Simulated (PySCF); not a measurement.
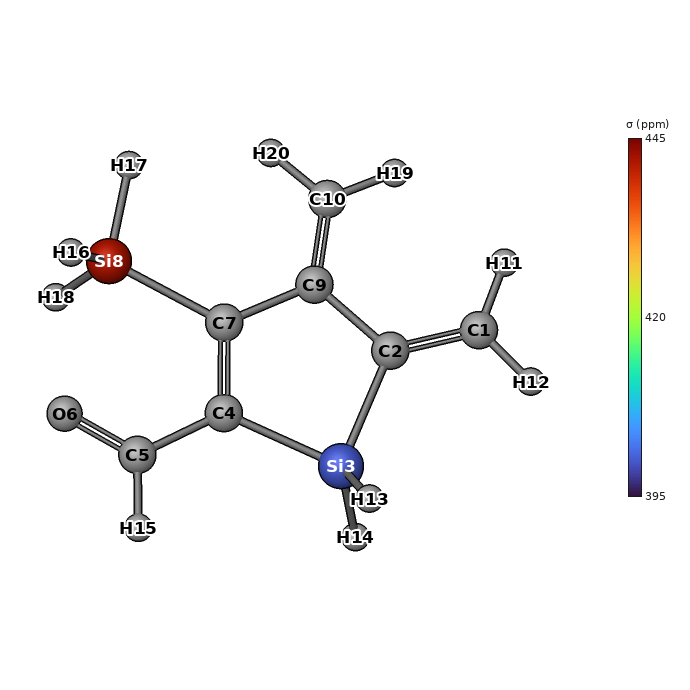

Atoms are coloured by their isotropic NMR shieldings (Si only, the others grey). The computed structure is the end point of a GFN2-xTB optimisation. No frequency run is at hand to confirm it as a minimum. Method: GIAO PBE0/pcSseg-1 NMR shielding, non-relativistic, gas phase (PySCF 2.14.0).

List the isotropic NMR shieldings of the Si atoms.

| atom | σ (ppm) |
| --- | --- |
| Si3 | 400.0 |
| Si8 | 441.9 |

The geometry is semi-empirical. Around Si such bond lengths and angles can be off by a tenth of an ångström or more and by several degrees, and values that hang on the shape move with them.
